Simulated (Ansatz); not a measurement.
**Profile along the Pd–Pd line in Pd (fcc, Cu type)**

Pd (fcc, Cu type), conventional cell a = 3.876 Å, b = 3.876 Å, c = 3.876 Å, α = 90.00°, β = 90.00°, γ = 90.00°. The calculation uses the primitive cell of 1 atom, to which meshes and values per cell refer.

Fields along a shortest Pd–Pd line of a {111} plane (2.74 Å), from Pd to Pd, interpolated on the slice's grid (step about 0.2 Å). These are PBEsol (plane waves to 420 eV, PAW, scalar-relativistic; Ansatz, a first-principles code) values and carry that method's errors. k mesh 21×21×21. These are valence fields of a PAW run, semicore shells included where kept as valence: close to a nucleus they are smooth pseudo fields. Pd is run without spin polarisation. Pd was relaxed with its symmetry unable to fall. The PAW data are Ansatz's earlier set.

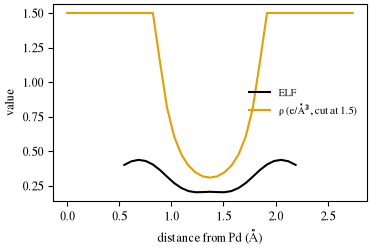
*ELF (away from the nuclei) and valence density from Pd to Pd.*

Density on the Pd–Pd line (2.74 Å) at its midpoint: 0.31 e/Å³. ELF at that point: 0.21.
